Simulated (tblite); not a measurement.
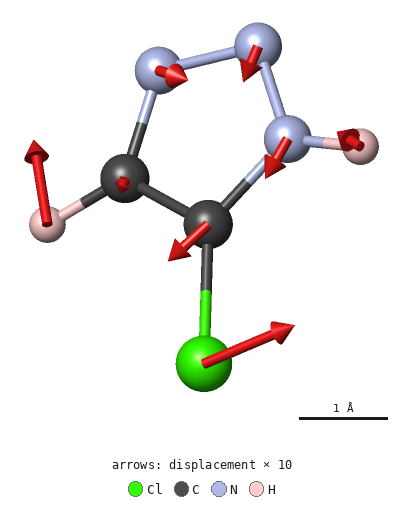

This is a relaxation of C$_{2}$H$_{2}$ClN$_{3}$. The starting structure is drawn; red arrows show the displacements, 10 times their true length. The two geometries are superimposed by the best rigid fit.

A ball-and-stick model, seen at a tilt.

The calculation used GFN2-xTB geometry optimisation, gas phase in tblite. 

What happened in the run?

After 17 geometry steps the energy has fallen by 0.224 eV. The atom that moves furthest after the best rigid fit is the Cl atom (0.12 Å). Largest moves by element: Cl 0.12 Å, H 0.11 Å, C 0.06 Å, N 0.05 Å. Some distances before and after: N–N 1.342 → 1.273 Å, C–Cl 1.755 → 1.700 Å, H–N 1.035 → 1.009 Å, C–H 1.091 → 1.068 Å. Among the angles between lasting bonds that change: Cl–C–C 125.8° → 133.2°, Cl–C–N 128.9° → 122.5°, C–C–H 125.3° → 130.1°. The run took 0.07 s on 1 thread of AMD EPYC 7R43 64-Core Processor (shared host).
